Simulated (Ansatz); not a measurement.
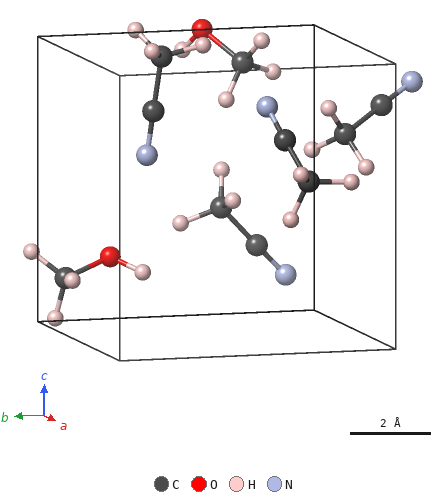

Starting frame of a dynamics run of a periodic cell with 2 CH3OH + 4 CH3CN at 0.983 g/cm³. The picture is a ball-and-stick view of the simulation cell, seen from a free direction.

Method: DFT PBE-D3(BJ), scalar-relativistic, plane waves, PAW (Ansatz 0.2.0).

Input file:
```yaml
crystal:
  lattice:
    - [7.278563, 0.0, 0.0]
    - [0.0, 7.278563, 0.0]
    - [0.0, 0.0, 7.278563]
  atoms:
    - { symbol: C, position: [0.47593645, 1.03746705, 0.21687344] }
    - { symbol: O, position: [0.59880021, 0.91259229, 0.30294795] }
    - { symbol: H, position: [0.45304988, 1.15465081, 0.31117351] }
    - { symbol: H, position: [0.58694406, 0.79173983, 0.24207643] }
    - { symbol: H, position: [0.53340194, 1.0921601, 0.08611658] }
    - { symbol: H, position: [0.34126818, 0.97330006, 0.18695594] }
    - { symbol: C, position: [0.67448964, 0.45605965, 0.97633729] }
    - { symbol: O, position: [0.68819439, 0.60661618, 1.10048943] }
    - { symbol: H, position: [0.57666933, 0.35799129, 1.03527082] }
    - { symbol: H, position: [0.76710804, 0.7013651, 1.04333246] }
    - { symbol: H, position: [0.62213835, 0.49947152, 0.84057143] }
    - { symbol: H, position: [0.80765406, 0.38532669, 0.95909486] }
    - { symbol: C, position: [0.04971046, 0.03163218, 0.45568552] }
    - { symbol: C, position: [0.11294982, 0.13593797, 0.61343687] }
    - { symbol: "N", position: [0.16715941, 0.21639226, 0.74135206] }
    - { symbol: H, position: [0.08472975, 0.10612265, 0.32942947] }
    - { symbol: H, position: [0.11732709, -0.10325771, 0.45754091] }
    - { symbol: H, position: [-0.10073465, 0.01410763, 0.45767137] }
    - { symbol: C, position: [0.84688901, 0.58449723, 0.49690166] }
    - { symbol: C, position: [0.98029789, 0.49536347, 0.37923102] }
    - { symbol: "N", position: [1.08918971, 0.4227424, 0.2874752] }
    - { symbol: H, position: [0.81241344, 0.72153438, 0.44235557] }
    - { symbol: H, position: [0.71876348, 0.50447279, 0.49990824] }
    - { symbol: H, position: [0.90226558, 0.59986417, 0.6370161] }
    - { symbol: C, position: [0.60375239, 1.06380595, 0.69952691] }
    - { symbol: C, position: [0.73628855, 0.97103143, 0.81562363] }
    - { symbol: "N", position: [0.84123162, 0.89208171, 0.90918307] }
    - { symbol: H, position: [0.65789894, 1.19975966, 0.6580945] }
    - { symbol: H, position: [0.57615709, 0.97938283, 0.57596846] }
    - { symbol: H, position: [0.47283481, 1.08435012, 0.77283902] }
    - { symbol: C, position: [0.21733647, 0.61412986, 0.94069785] }
    - { symbol: C, position: [0.28587177, 0.66383089, 0.76081577] }
    - { symbol: "N", position: [0.34047273, 0.70312463, 0.61546859] }
    - { symbol: H, position: [0.25425973, 0.71879987, 1.04299247] }
    - { symbol: H, position: [0.06699225, 0.60301627, 0.93780358] }
    - { symbol: H, position: [0.27182615, 0.4798504, 0.98254681] }
basis:
  ecutwfc: 420.0
kpoints:
  mp_grid: { grid: [1, 1, 1] }
hamiltonian:
  xc: pbe
  dispersion: d3bj
scf:
  occupations: { method: fermi_dirac, width: 0.02 }
  lower_state_search: "off"
md:
  timestep: 0.5
  n_steps: 300
  ensemble: nvt_langevin
  temperature: 250.0
  initial_velocities: maxwell_boltzmann
  seed: 410688
  friction: 0.02
```

Command:
```bash
ansatz run input.yaml --threads 1 --pin off --max-ram 3072MiB --backend cpu --events-out ev --progress --plain --runs-dir out
```

Question: What does the trajectory do?

Answer: Over the second half the temperature averages 234 K (spread ±28 K). The potential energy in the second half lies on average 24.1 meV per atom above the first frame. In the second half of the run the atoms are, in the root-mean-square, this far from where they began (common drift taken out): H 0.77 Å, O 0.41 Å, N 0.36 Å, C 0.36 Å. The heavy atoms stay within a fraction of a molecule's size of their starting places, while the hydrogen atoms travel further, as molecules turn; so short a run doesn't tell a liquid from a solid.

Along the run (each row but the first and the last is the mean over the interval that it begins):

| time (fs) | potential energy (meV/atom) | T (K) |
| --- | --- | --- |
| 0.0 | 0.0 | 243 |
| 25.0 | 26.5 | 220 |
| 50.0 | 28.0 | 276 |
| 75.0 | 22.6 | 252 |
| 100.0 | 24.4 | 211 |
| 125.0 | 25.2 | 240 |
| 150.0 | 32.5 | 198 |

The paths of the atoms:

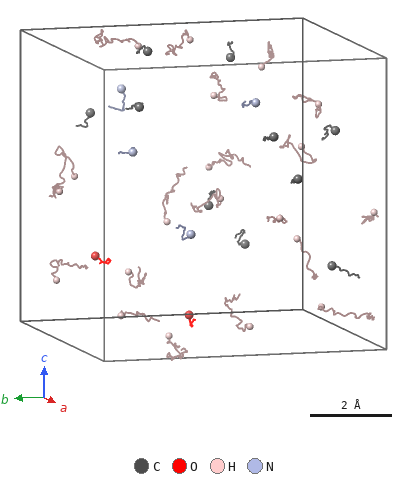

Limits of the set-up: the periodic images lie only 7.3 Å apart, so the values are limited by the cell's size.
